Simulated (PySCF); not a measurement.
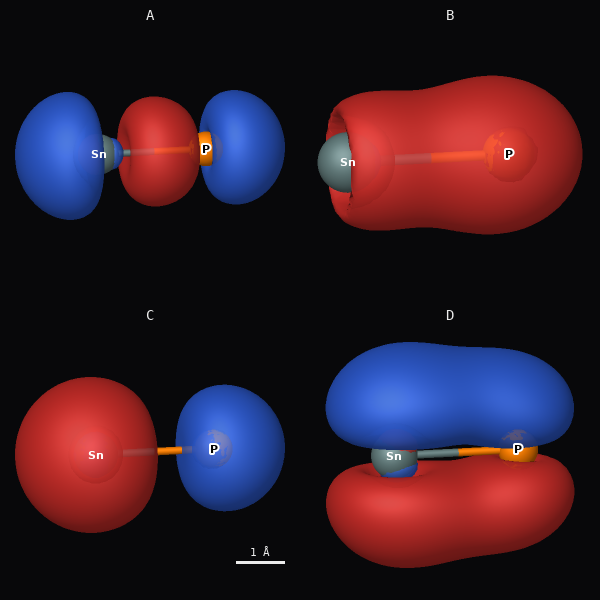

*SnP (charge +1, triplet). Four frontier β-spin orbitals, each drawn at the value that holds 80 % of its norm (red and blue are the two phases), in no order; of a degenerate pair one member is drawn.*

Core potentials replace the inner electrons of Sn.

All numbers below come from PBE0/def2-SVPD, non-relativistic Hamiltonian with scalar-relativistic core potentials where named, at a bond length of 2.539 Å in PySCF.

Q: Name the orbitals and rank them from lowest to highest energy.

A: Orbital B: σ, occupied in this spin, −20.85 eV; shared between the atoms (Sn 35 %, P 65 %).
Orbital C: σ, occupied in this spin, −17.35 eV; shared between the atoms (Sn 65 %, P 35 %).
Orbital A: σ, occupied in this spin, −12.27 eV; shared between the atoms (Sn 45 %, P 55 %).
Orbital D: π, empty in this spin, −9.59 eV; bonding, with no node between the atoms.
